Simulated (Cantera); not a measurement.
A closed system holds: 1 mol CO2, 8.8 mol H2, 0.07 mol SO2, equilibrated at 1.70 bar.

Equilibrium computed with Cantera from the NASA thermochemical tables; the gas is ideal and each condensed phase is pure. Candidate condensed phases: C, C6H6, C7H8, C8H18, H2O, H2SO4, S; 123 gas species. Kinetics and transport are ignored.

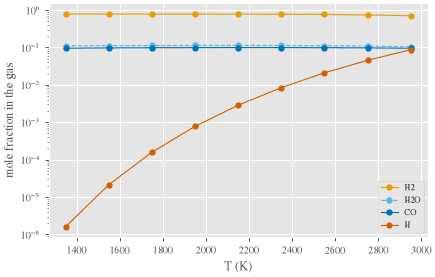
*Equilibrium gas composition (values under 1e-9 drawn at 1e-9)*

From 1350 K to 2950 K nothing is condensed. The main C-bearing gas is CO throughout.
